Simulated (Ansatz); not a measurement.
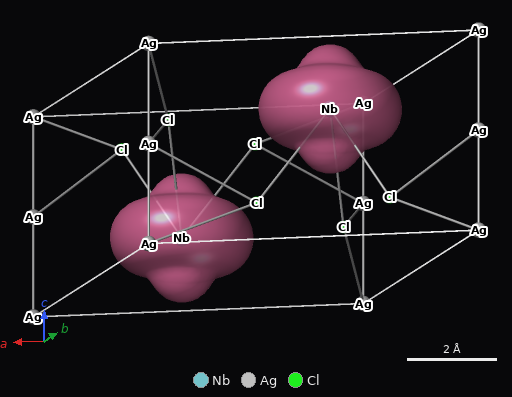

The picture shows: NbAgCl3. Isosurfaces of the spin density (up minus down) at +0.05 (teal) and −0.05 e/Å³ (pink), seen at an oblique angle. Sticks mark near contacts.

Space group P6₃/mmc; started from the hexagonal perovskite (2H)_194 prototype, which need not be the ambient phase; spin-polarised.

These are results of Ansatz 0.2.0, DFT PBE, scalar-relativistic, plane waves, PAW, not measurements.

The density is the valence pseudo-density of a PAW calculation; it isn't the true density close to the nuclei.

```cif
data_structure
_symmetry_space_group_name_H-M 'P 1'
_symmetry_Int_Tables_number 1
_cell_length_a 7.5786
_cell_length_b 7.5786
_cell_length_c 4.6543
_cell_angle_alpha 90.000
_cell_angle_beta 90.000
_cell_angle_gamma 120.000
_cell_volume 231.51
loop_
_atom_site_label
_atom_site_type_symbol
_atom_site_fract_x
_atom_site_fract_y
_atom_site_fract_z
_atom_site_occupancy
Nb1 Nb 0.33333 0.66667 0.75000 1
Nb2 Nb 0.66667 0.33333 0.25000 1
Ag1 Ag 0.00000 0.00000 0.50000 1
Ag2 Ag 0.00000 0.00000 0.00000 1
Cl1 Cl 0.19876 0.39752 0.25000 1
Cl2 Cl 0.80124 0.19876 0.75000 1
Cl3 Cl 0.80124 0.60248 0.75000 1
Cl4 Cl 0.19876 0.80124 0.25000 1
Cl5 Cl 0.60248 0.80124 0.25000 1
Cl6 Cl 0.39752 0.19876 0.75000 1
```

**Where is the spin, and how is it ordered?**

The spin density sits on Nb: −2.2 μB (×2) in one cell of 10 atoms: parallel moments (a ferromagnetic arrangement) in this solution. The cell of the calculation (10 atoms) carries 6.0 μB of net spin moment. Only one sign reaches the isovalue.
